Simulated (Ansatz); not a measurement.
```xyz
13

Al   -0.0053   -0.0075   -0.0030
Al    2.2800   -0.0265   -1.5714
Al    2.4143   -0.0082    1.1323
Al   -2.4405    0.0055   -1.1350
Al   -2.2658   -0.0051    1.5737
Al   -1.4889    2.3203   -0.1312
Al    1.4885    2.3207    0.0931
Al   -1.4984   -2.3249   -0.1380
Al    1.4688   -2.3402    0.1133
Al   -0.1804   -1.6235    2.1310
Al   -0.1589    1.6150    2.1215
Al    0.1604   -1.6053   -2.1493
Al    0.1716    1.5801   -2.1499
```

Method: DFT PBE, Gaussian basis def2-SVP (Ansatz 0.2.0).

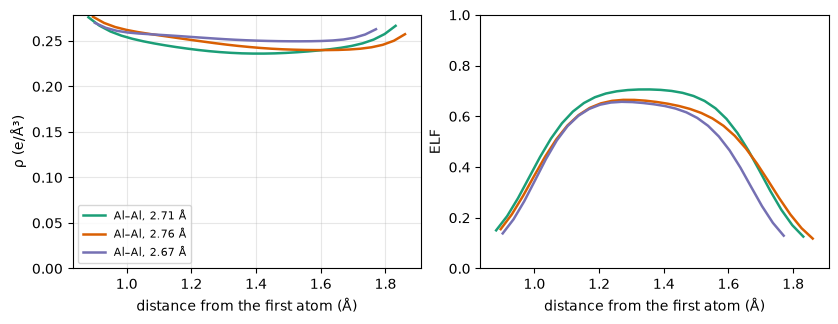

Al13 (charge +1). Electron density and electron localisation function along straight lines between neighbouring atoms. The curves leave out the atomic cores.

### What can be read from the curves?

Al–Al (2.71 Å): ρ at the midpoint is about 0.24 e/Å³; the ELF peaks at about 0.70 between the atoms.
Al–Al (2.76 Å): ρ is about 0.24 e/Å³ halfway; the ELF peaks at about 0.65 between the atoms.
Al–Al (2.67 Å): ρ at the midpoint is about 0.25 e/Å³; the ELF peaks at about 0.65 between the atoms.
